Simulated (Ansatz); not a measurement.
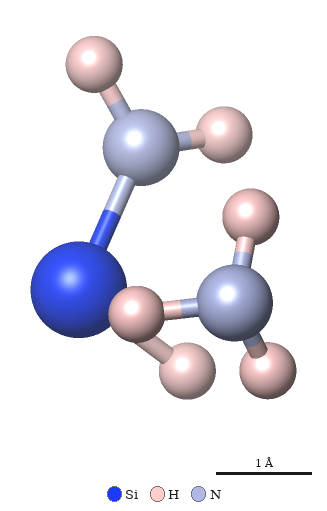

SiN₂H₆, before the relaxation. A ball-and-stick model, seen from a free direction.

The run prepares an end point of a later path (reaction) calculation, from a guessed geometry.

Theory: RKS PBE0-D4/def2-SVP in Ansatz 0.2.0.

Input file:
```yaml
crystal:
  periodic: [false, false, false]
  atoms:
    - { symbol: Si, position_ang: [-0.761874, 0.08165, 0.528321] }
    - { symbol: H, position_ang: [1.700984, 0.01309, 1.538328] }
    - { symbol: "N", position_ang: [2.250305, -0.024699, 0.660298] }
    - { symbol: H, position_ang: [1.932774, -0.844876, 0.145903] }
    - { symbol: H, position_ang: [1.992086, 0.794588, 0.114875] }
    - { symbol: "N", position_ang: [-0.844953, 1.399384, -0.582355] }
    - { symbol: H, position_ang: [-0.754648, 1.351366, -1.591628] }
    - { symbol: H, position_ang: [-1.022737, 2.346927, -0.267233] }
    - { symbol: H, position_ang: [-0.573638, -0.987931, -0.561009] }
basis:
  gaussian: { orbitals: def2-SVP }
hamiltonian:
  xc: pbe0
  dispersion: d4
relax:
  f_tol: 0.03
  max_steps: 50
```

Run as
```bash
ansatz run input.yaml --threads 1 --pin off --max-ram 2048MiB --backend cpu --events-out ev --progress --plain --runs-dir out
```

Q: Where does the relaxation end?

A: The atom that moves furthest after the best rigid fit is H5 (0.20 Å). By element the largest moves are H 0.20 Å, N 0.10 Å, Si 0.02 Å. Among the contacts that change: H2–N3 1.036 → 1.016 Å. Among the angles between lasting bonds that change: H2–N3–H4 107.0° → 110.1°, H4–N3–H5 107.4° → 109.5°. After 8 accepted moves (10 points after the start) the energy has fallen by 1.86 kJ/mol. Largest force component: 0.6 eV/Å at the start, 0.022 eV/Å at the end. The line search rejected the trial steps at points 1, 7 of the run.

The structure at the end:

```xyz
9

Si   -0.7427    0.0667    0.5295
H     1.8184    0.0195    1.5694
N     2.1609    0.0015    0.6131
H     1.8647   -0.8545    0.1525
H     1.7972    0.8032    0.1053
N    -0.7952    1.3943   -0.5761
H    -0.6906    1.3501   -1.5843
H    -0.9835    2.3395   -0.2599
H    -0.5109   -0.9907   -0.5641
```

After the run, drawn alike:

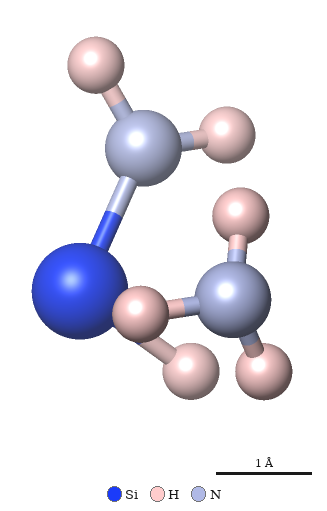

Limits of the set-up: the start holds two separate molecules, 2.6 Å apart at their closest, whose relative position is a soft coordinate.
